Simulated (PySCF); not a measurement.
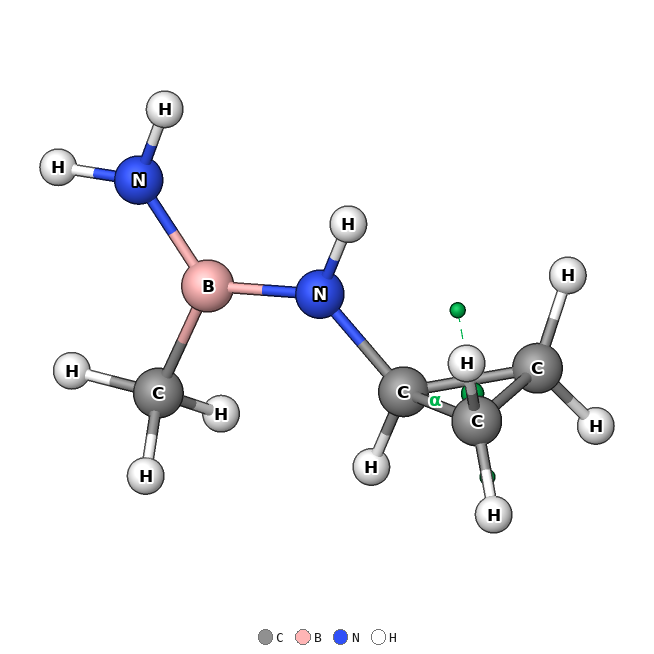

The small points mark where nucleus-independent chemical shifts (NICS) were computed: at the centre of each lettered ring and 1 Å above and below it. Computed geometry: GFN2-xTB optimisation. No frequency run is at hand to confirm it as a minimum. Method: GIAO PBE0/pcSseg-1 NMR shielding, non-relativistic, gas phase (PySCF 2.14.0).

Give NICS(0), NICS(1) and the out-of-plane component NICS(1)zz for each ring (means of the two sides).

```tsv
ring	members	NICS(0)	NICS(1)	NICS(1)zz
α	C3	−40.6	−8.1	−20.3
```

Values in ppm.

The geometry is semi-empirical. Around B such bond lengths and angles can be off by a tenth of an ångström or more and by several degrees, and values that hang on the shape move with them.
